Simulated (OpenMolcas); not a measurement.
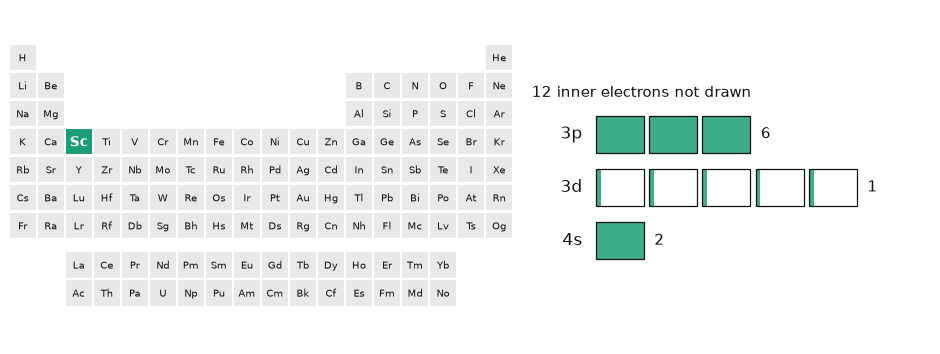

Fig. 1: Left, the place of scandium in the periodic table; right, the outer shells of the leading configuration of the lowest level: a box for each of the 2l + 1 orbitals, shaded by the share of the shell that is filled, with the electron count at the right.

Sc: multiconfigurational calculation (part 1 of 2)

- system: Sc.
- method: state-averaged CASSCF, active space 3 electrons in the shells 3d 4s, basis ANO-RCC-VQZP, DKH2 scalar Hamiltonian, spin-orbit coupling by RASSI with atomic mean-field integrals (OpenMolcas)

Input:
```
&GATEWAY
Coord
1

Sc 0.0 0.0 0.0
Basis=ANO-RCC-VQZP
Group=XYZ
NoMove
AngMom=0.0 0.0 0.0
AMFI
&SEWARD
&RASSCF
FileOrb=start.orb
Symmetry=1
Spin=4
nActEl=3 0 0
Inactive=3 6
Ras2=6 0
CIRoot=10 10 1
SDav=20
CIMx=300
Iter=120 100
PrWF=0.3
OrbListing=Nothing
MaxOrb=0
Atom
>>> COPY $Project.JobIph JOB001
&RASSCF
FileOrb=start.orb
Symmetry=1
Spin=2
nActEl=3 0 0
Inactive=3 6
Ras2=6 0
CIRoot=29 29 1
SDav=70
CIMx=300
Iter=120 100
PrWF=0.3
OrbListing=Nothing
MaxOrb=0
Atom
>>> COPY $Project.JobIph JOB002
&RASSI
NrOfJobIphs=2 10 29
1 2 3 4 5 6 7 8 9 10
1 2 3 4 5 6 7 8 9 10 11 12 13 14 15 16 17 18 19 20 21 22 23 24 25 26 27
28 29
IphNames
JOB001
JOB002
EJob
SpinOrbit
DIPRint=1.0
SOCoupling=1000.0
Subsets=2
MEES
Property=10
'ANGMOM' 1 'ANGMOM' 2 'ANGMOM' 3 'MLTPL  1' 1 'MLTPL  1' 2 'MLTPL  1' 3
'AMFI' 1 'AMFI' 2 'AMFI' 3 'MLTPL  2' 6
SOProperty=3
'ANGMOM' 1 'ANGMOM' 2 'ANGMOM' 3
```

The file start.orb holds starting orbitals from an earlier step. A driver script formed the levels outside the program, from RASSI's spin-orbit matrix and the active-space energies, averaged over the components of each term or state.

Hardware: 1 thread of Arm Neoverse V2, 24 GiB of memory available, shared host.

Run as:
```bash
OMP_NUM_THREADS=1 MOLCAS_MEM=2252 MOLCAS_PROJECT=a pymolcas a.inp > a.log  # once for each step of the input, in one work folder
```

Output (extracts):
```
--- SEWARD ---
Basis set label: SC.ANO-RCC...7S6P4D3F2G1H.

      Electronic valence basis set:
      ------------------
      Associated Effective Charge  21.000000 au
      Associated Actual Charge     21.000000 au
      Nuclear Model: Point charge

      Shell  nPrim  nBasis  Cartesian Spherical Contaminant
         s      21       7        X
         p      15       6        X
         d      10       4                 X
         f       6       3                 X
         g       4       2                 X
         h       2       1                 X
                  Relativistic Douglas-Kroll-Hess integrals:
                    - DKH order of Hamiltonian: 2
                    - DKH order of Properties : 0
                  Atomic mean-field integrals
--- RASSCF ---
Wave function specifications:
      -----------------------------

      Number of closed shell electrons          18
      Number of electrons in active shells       3
      Max number of holes in RAS1 space          0
      Max nr of electrons in RAS3 space          0
      Number of inactive orbitals                9
      Number of active orbitals                  6
      Number of secondary orbitals              80
      Spin quantum number                      1.5
      State symmetry                             1
Orbital specifications:
      -----------------------

      Symmetry species                           1   2
                                                ag  au
      Frozen orbitals                            0   0
      Inactive orbitals                          3   6
      Active orbitals                            6   0
      RAS1 orbitals                              0   0
      RAS2 orbitals                              6   0
      RAS3 orbitals                              0   0
      Secondary orbitals                        36  44
      Deleted orbitals                           0   0
      Number of basis functions                 45  50
      Number of CSFs                            20
      Number of root(s) required                10
      Iter CI   SX   CI       RASSCF       Energy    max ROT     max BLB   max BLB  Level Ln srch  Step   QN
          iter iter root      energy       change     param      element    value   shift minimum  type update
 Nr of preliminary CI iterations:   1
        1   1   12    0  -763.21875154    0.00E+00   8.69E-02    6  10 2 -4.61E-02*  0.11   0.00    SX    NO
        2   1   14    0  -763.22508823   -6.34E-03*  3.54E-02    6  10 2  4.90E-02*  0.10   0.00    SX    NO
        3   1   13    0  -763.22648129   -1.39E-03*  3.36E-02    6  10 2 -2.32E-02*  0.10   0.00    SX    NO
        4   1   13    0  -763.22712969   -6.48E-04*  1.82E-02    6  10 2  1.99E-02*  0.09   0.00    SX    NO
        5   1   13    0  -763.22734289   -2.13E-04* -7.19E-03    6  10 2 -1.21E-02*  0.09   0.59    LS   YES
        6   1   10    0  -763.22755058   -2.08E-04*  4.40E-03    9  10 1 -1.64E-03*  0.09   1.04    QN   YES
        7   1   10    0  -763.22757224   -2.17E-05*  3.79E-03    9  10 1 -9.48E-04*  0.09   1.87    LS   YES
        8   1   10    0  -763.22757825   -6.01E-06*  1.19E-03    9  10 1 -3.50E-04*  0.09   1.01    QN   YES
        9   1    9    0  -763.22757916   -9.17E-07*  1.14E-04    2  11 1  5.03E-05   0.09   1.03    QN   YES
       10   1    7    0  -763.22757918   -1.28E-08*  2.93E-05    6   7 2  1.84E-05   0.09   1.31    QN   YES
       11   1    5    0  -763.22757918   -1.05E-09   7.38E-07    6   7 2  7.99E-07   0.09   1.02    QN   YES
      Convergence after 11 iterations
       12   1    5    0  -763.22757918   -2.84E-12   7.38E-07    9  11 1  1.18E-07   0.09   1.02    QN   YES
      Natural orbitals and occupation numbers for root  1
      sym 1:  -0.000000   0.766127   0.233873   0.233873   0.766127   1.000000
      Natural orbitals and occupation numbers for root  2
      sym 1:   0.000000   0.668871   0.668871   0.331129   0.331129   1.000000
      Natural orbitals and occupation numbers for root  3
      sym 1:  -0.000000   0.695158   0.304842   0.304842   0.695158   1.000000
::    RASSCF root number  1 Total energy:   -763.23928572
::    RASSCF root number  2 Total energy:   -763.23928572
::    RASSCF root number  3 Total energy:   -763.23928572
::    RASSCF root number  4 Total energy:   -763.23928572
::    RASSCF root number  5 Total energy:   -763.23928572
::    RASSCF root number  6 Total energy:   -763.23928572
::    RASSCF root number  7 Total energy:   -763.23928572
::    RASSCF root number  8 Total energy:   -763.20026392
::    RASSCF root number  9 Total energy:   -763.20026392
::    RASSCF root number 10 Total energy:   -763.20026392
--- RASSCF ---
Wave function specifications:
      -----------------------------

      Number of closed shell electrons          18
      Number of electrons in active shells       3
      Max number of holes in RAS1 space          0
      Max nr of electrons in RAS3 space          0
      Number of inactive orbitals                9
      Number of active orbitals                  6
      Number of secondary orbitals              80
      Spin quantum number                      0.5
      State symmetry                             1
Orbital specifications:
      -----------------------

      Symmetry species                           1   2
                                                ag  au
      Frozen orbitals                            0   0
      Inactive orbitals                          3   6
      Active orbitals                            6   0
      RAS1 orbitals                              0   0
      RAS2 orbitals                              6   0
      RAS3 orbitals                              0   0
      Secondary orbitals                        36  44
      Deleted orbitals                           0   0
      Number of basis functions                 45  50
      Number of CSFs                            70
      Number of root(s) required                29
      Iter CI   SX   CI       RASSCF       Energy    max ROT     max BLB   max BLB  Level Ln srch  Step   QN
          iter iter root      energy       change     param      element    value   shift minimum  type update
 Nr of preliminary CI iterations:   1
        1   1   13    0  -763.19977167    0.00E+00  -1.75E-02    6  10 2 -1.87E-02*  0.11   0.00    SX    NO
        2   1   12    0  -763.20012582   -3.54E-04* -8.48E-03    6  10 2  1.03E-02*  0.11   0.00    SX    NO
        3   1   12    0  -763.20020676   -8.09E-05* -5.50E-03    6  10 2 -5.77E-03*  0.11   0.00    SX    NO
        4   1   12    0  -763.20023360   -2.68E-05* -2.69E-03    6  10 2  3.39E-03*  0.11   0.00    SX    NO
        5   1   10    0  -763.20024169   -8.09E-06*  1.11E-03    6  10 2 -1.83E-03*  0.11   0.64    QN   YES
        6   1    8    0  -763.20024546   -3.77E-06*  2.61E-04    9  10 1 -1.11E-04*  0.11   1.03    QN   YES
        7   1    8    0  -763.20024552   -6.07E-08*  2.20E-04    9  10 1 -5.81E-05   0.11   1.84    LS   YES
        8   1    7    0  -763.20024553   -1.50E-08*  2.22E-05    6  10 2  3.38E-05   0.11   0.96    QN   YES
        9   1    5    0  -763.20024553   -1.65E-09  -2.09E-06    3  12 1  1.24E-06   0.11   1.05    QN   YES
      Convergence after  9 iterations
       10   1    5    0  -763.20024553   -5.46E-12  -2.09E-06    3  12 1  1.47E-07   0.11   1.05    QN   YES
      Natural orbitals and occupation numbers for root  1
      sym 1:   0.026537   0.003042   0.027552   0.975683   0.016498   1.950688
      Natural orbitals and occupation numbers for root  2
      sym 1:   0.980336   0.024188   0.022672   0.022895   0.001525   1.948384
      Natural orbitals and occupation numbers for root  3
      sym 1:   0.027854   0.975013   0.003309   0.015928   0.026877   1.951018
::    RASSCF root number  1 Total energy:   -763.25930399
::    RASSCF root number  2 Total energy:   -763.25930399
::    RASSCF root number  3 Total energy:   -763.25930399
::    RASSCF root number  4 Total energy:   -763.25930399
::    RASSCF root number  5 Total energy:   -763.25930399
::    RASSCF root number  6 Total energy:   -763.20560789
::    RASSCF root number  7 Total energy:   -763.20560789
::    RASSCF root number  8 Total energy:   -763.20560789
::    RASSCF root number  9 Total energy:   -763.20560789
::    RASSCF root number 10 Total energy:   -763.20560789
::    RASSCF root number 11 Total energy:   -763.20560789
::    RASSCF root number 12 Total energy:   -763.20560789
::    RASSCF root number 13 Total energy:   -763.19321151
::    RASSCF root number 14 Total energy:   -763.19321151
::    RASSCF root number 15 Total energy:   -763.19321151
::    RASSCF root number 16 Total energy:   -763.19321151
::    RASSCF root number 17 Total energy:   -763.19321151
::    RASSCF root number 18 Total energy:   -763.17739097
::    RASSCF root number 19 Total energy:   -763.17739097
::    RASSCF root number 20 Total energy:   -763.17739097
::    RASSCF root number 21 Total energy:   -763.17739097
::    RASSCF root number 22 Total energy:   -763.17739097
::    RASSCF root number 23 Total energy:   -763.17739097
::    RASSCF root number 24 Total energy:   -763.17739097
::    RASSCF root number 25 Total energy:   -763.17739097
::    RASSCF root number 26 Total energy:   -763.17739097
::    RASSCF root number 27 Total energy:   -763.16958966
::    RASSCF root number 28 Total energy:   -763.16958966
::    RASSCF root number 29 Total energy:   -763.16958966
```

(Continued in part 2.) Outcome of the run: converged.
